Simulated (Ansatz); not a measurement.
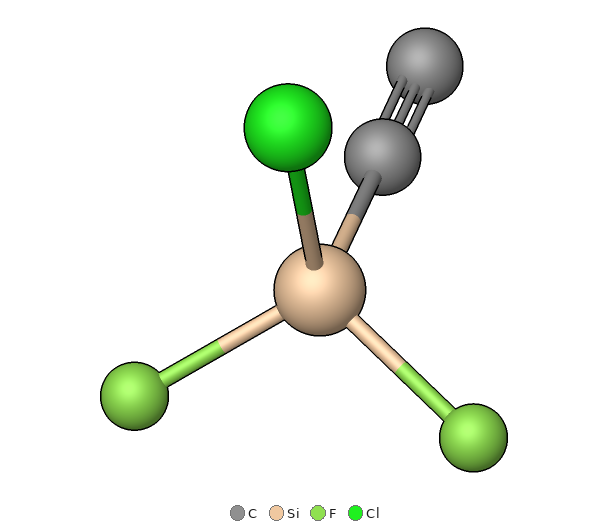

Charge 0, doublet. Harmonic vibrations computed with UKS PBE0-D4/def2-TZVP (Ansatz 0.2.0) at a stationary point of the same level.

Is this a minimum or a saddle point?

A minimum: no imaginary frequency, and the lowest mode lies at 105 cm⁻¹.

How many vibrational modes are there, and where do they lie?

12 modes: 105, 122, 222, 246, 326, 344, 345, 551, 709, 921, 992, 2186 cm⁻¹.
